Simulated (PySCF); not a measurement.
**BSH: frequency calculation**

System: BSH.
Method: RKS-based PBE0, B def2-TZVP, S def2-TZVP, H def2-TZVP; non-relativistic Hamiltonian; density fitting (PySCF 2.14.0).

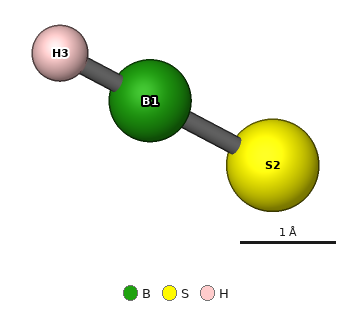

Figure 1. The structure as given in the input (ball-and-stick view, seen at an oblique angle; atoms are numbered from 1 in the order of the input).

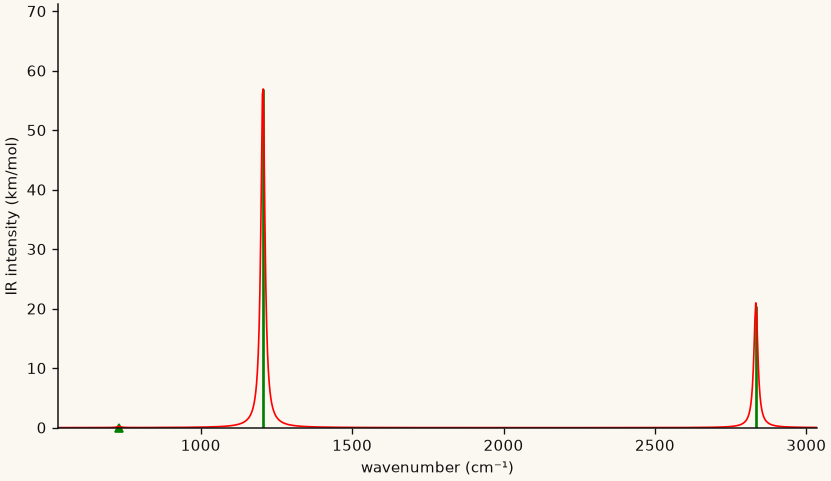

Figure 2. Harmonic infrared spectrum, unscaled: sticks (degenerate modes added up, dark ones marked on the axis) with a Lorentzian envelope of 16 cm⁻¹ full width, scaled to the tallest stick. 4 modes from 730 to 2833 cm⁻¹, none imaginary. The strongest line is at 1205 cm⁻¹ (57 km/mol). All modes, in cm⁻¹ (km/mol): 730 (0.1), 730 (0.1), 1205 (57), 2833 (21).

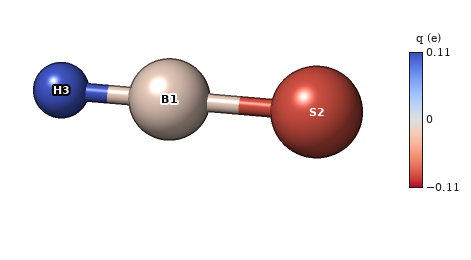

Figure 3. Mulliken charges, as the colour of each atom (ball-and-stick view, seen at a tilt; atoms are numbered from 1 in the order of the input). By element: B −0.02, S −0.09 and H +0.10 e.

The input and output of the run follow.

## Input file
```python
from pyscf import gto, scf, dft
mol = gto.M(atom='''
B      0.000000     0.000000     1.134440
S      0.000000    -0.000000    -0.463432
H      0.000000     0.000000     2.309393''',
    basis={'B': 'def2-TZVP', 'S': 'def2-TZVP', 'H': 'def2-TZVP'},
    charge=0, spin=0)
mf = dft.RKS(mol, xc='PBE0')
mf.grids.atom_grid = (75, 302)
aux = {'B': 'def2-universal-JKFIT', 'S': 'def2-universal-JKFIT', 'H': 'def2-universal-JKFIT'}
mf = mf.density_fit(auxbasis=aux)
mf.conv_tol = 1e-09
mf.diis_space = 10
mf.max_cycle = 60
mf.verbose = 4
mf.kernel()
```

The script is an equivalent of the set-up of the self-consistent field. The run itself was carried out by a driver, which started from the orbitals of the step before it where there was one and computed the further properties.

Launch command:
```bash
OMP_NUM_THREADS=2 python axn.py task.json out
```

## The program's output
```
init E= -423.490861443094
  HOMO = -0.313330908178754  LUMO = -0.0432863255746792  gap/eV = 7.34829
cycle= 1 E= -423.490861442918  delta_E= 1.76e-10  |g|= 2.66e-05  |ddm|= 2.8e-05
  HOMO = -0.313328374911276  LUMO = -0.0432887981288172  gap/eV = 7.34815
cycle= 2 E= -423.490861442184  delta_E= 7.34e-10  |g|= 5.46e-05  |ddm|= 5.73e-05
  HOMO = -0.313330076533106  LUMO = -0.0432871409707431  gap/eV = 7.34824
cycle= 3 E= -423.490861443149  delta_E= -9.65e-10  |g|= 2.22e-08  |ddm|= 3.85e-05
  HOMO = -0.313330077107165  LUMO = -0.0432871403808255  gap/eV = 7.34824
cycle= 4 E= -423.490861443149  delta_E= -2.27e-13  |g|= 1.13e-08  |ddm|= 8.26e-09
  HOMO = -0.313330078307197  LUMO = -0.0432871388703285  gap/eV = 7.34824
Extra cycle  E= -423.490861443149  delta_E= 4.55e-13  |g|= 2.21e-08  |ddm|= 2.43e-08
converged SCF energy = -423.490861443149
```

## Key numbers

```json
{"quantity": "outcome", "value": "converged"}
{"quantity": "total energy", "value": "−423.490861 hartree"}
{"quantity": "HOMO", "value": "−8.53 eV"}
{"quantity": "LUMO", "value": "−1.18 eV"}
{"quantity": "zero-point energy", "value": "0.012528 hartree"}
{"quantity": "dipole moment", "value": "1.42 D"}
{"quantity": "wavenumbers, lowest and highest", "value": "730 and 2833 cm⁻¹"}
{"quantity": "hardware", "value": "2 threads of AMD EPYC (Zen 3), 64 GiB of memory available, shared host"}
{"quantity": "wall time", "value": "10 s (CPU time 21 s)"}
{"quantity": "peak memory", "value": "0.71 GiB"}
```
